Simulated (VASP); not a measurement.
Shape and ions are relaxed at each volume.

Energy against volume of ZnF2 (rutile). Computed with PBE GGA with D3 dispersion (zero damping), VASP's PBE PAW potentials (set 64) (plane waves; VASP).

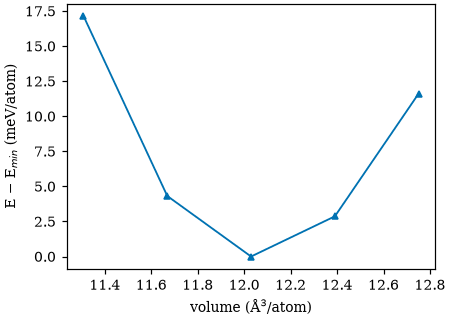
Fig. 1. Energy against volume

**Question.** Estimate the equilibrium volume and the bulk modulus.

**Answer.** The minimum lies near 12.1 Å³/atom, and the curvature gives B0 of about 100 GPa.

The compound is ZnF2 in the rutile structure. It was relaxed first.
